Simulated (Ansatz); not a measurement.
Structure (in its standard cell), the input geometry of an electronic-structure calculation (not necessarily at equilibrium):

```cif
data_structure
_symmetry_space_group_name_H-M 'P 1'
_symmetry_Int_Tables_number 1
_cell_length_a 3.2485
_cell_length_b 3.2485
_cell_length_c 5.1157
_cell_angle_alpha 90.000
_cell_angle_beta 90.000
_cell_angle_gamma 120.000
_cell_volume 46.75
loop_
_atom_site_label
_atom_site_type_symbol
_atom_site_fract_x
_atom_site_fract_y
_atom_site_fract_z
_atom_site_occupancy
Zr1 Zr 0.33333 0.66667 0.75000 1
Zr2 Zr 0.66667 0.33333 0.25000 1
```

Q: What does the kinematic electron diffraction pattern along [201] look like at 120 kV (B = 1 Å²)?

A: The spots form a centred rectangular net whose two shortest vectors correspond to d = 2.81 Å and 1.89 Å, 70.3° apart. They are 0 1 0 and 1 0 -2. The pattern has symmetry 2mm. No reflection of this zone is absent.

Strongest reflections with d > 0.80 Å, one of each family (|F|² from tabulated Gaussian fits of the electron scattering factors, times a small damping for the curvature of the Ewald sphere):

```tsv
hkl	d (Å)	I (strongest = 100)
0 1 0	2.813	100
1 1 -2	1.371	74
1 0 -2	1.893	43
2 -1 -4	1.005	26
0 2 0	1.407	20
0 3 0	0.938	20
```

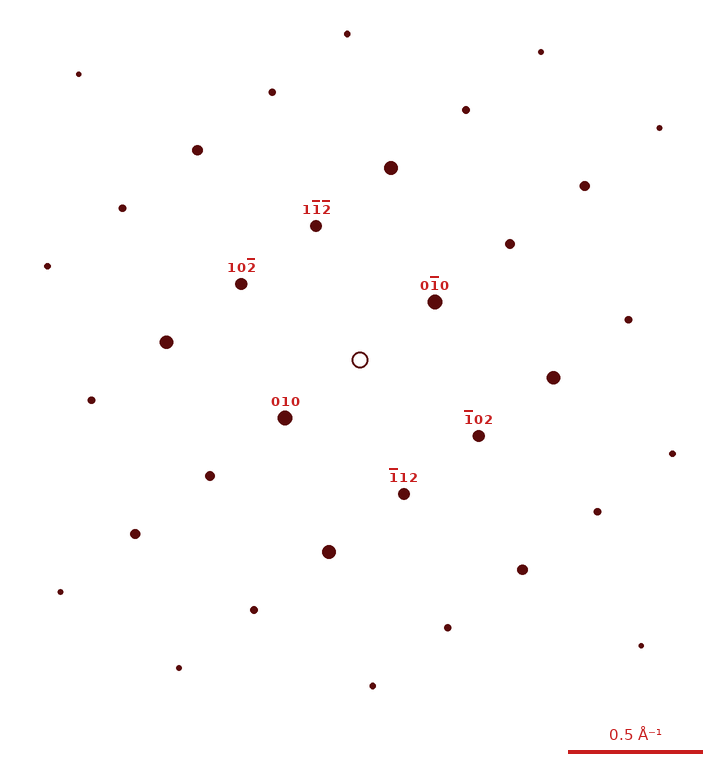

Calculated pattern, seen from the source side with [201] pointing towards the source.
